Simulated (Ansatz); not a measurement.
The starting structures come from a database of crystals and need not be the phases stable at ambient conditions.

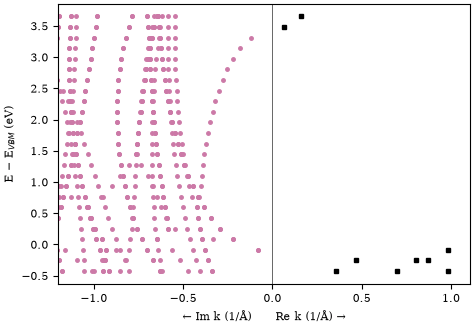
Fig. 1. Complex bands at the centre of the two-dimensional zone; r2SCAN (Ansatz, a first-principles code)

The gap is the functional's own. No spin-orbit coupling. Mid-gap values are interpolated on the energy grid.

Question: This is CdCO3 (R-3c, not sure to be the ambient phase, 10 atoms a cell, 11.6 Å³ an atom) along the normal of (110). Read off the slowest decay at the centre of the two-dimensional zone at 1.78 eV, the computed energy nearest the middle of the gap.

Answer: κ ≈ 0.36 1/Å, a decay length 1/(2κ) of the density of 1.4 Å.
